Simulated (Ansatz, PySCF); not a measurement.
Pulling on the Be1–Br3 bond in BeBrCl (SMILES [Cl][Be][Br]) (multiplicity 1 held, fragments rigid). Energies count from the point at 1.957 Å.
Geometry at that point (charge 0, multiplicity 1):
```xyz
3

Be     0.0000     0.0000    -0.6760
Cl     0.0000     0.0000    -2.4787
Br     0.0000     0.0000     1.2812
```

U- levels take the lowest unrestricted solution at each point, which mixes spins at long bonds. Active spaces are followed from a long bond inwards. Left out are points that failed, MP2 points in a non-variational dive below the minimum, coupled-cluster points behind a sign of a changed root (a jump of the amplitudes, or a one-step jump against full CI or MRCI), small-basis points behind a change of solution, and semi-empirical points at long bonds. Levels need not reach the same state.

Frozen-core correlation. Filled d and f shells under p-block atoms count as core. Rows in LANL2DZ carry no dispersion term and start afresh at each structure. LANL2DZ brings its own core potentials from Na on.

The values were computed with Ansatz (an electronic-structure program) with Gaussian orbitals; PySCF for LANL2DZ rows. 

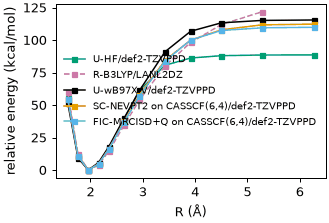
Relative energy along the coordinate

Doubts at one or more of the structures used: a spin-contaminated determinant (U-HF/def2-TZVPPD, U-wB97X-V/def2-TZVPPD); active orbitals that take no part (SC-NEVPT2 on CASSCF(6,4)/def2-TZVPPD, FIC-MRCISD+Q on CASSCF(6,4)/def2-TZVPPD).
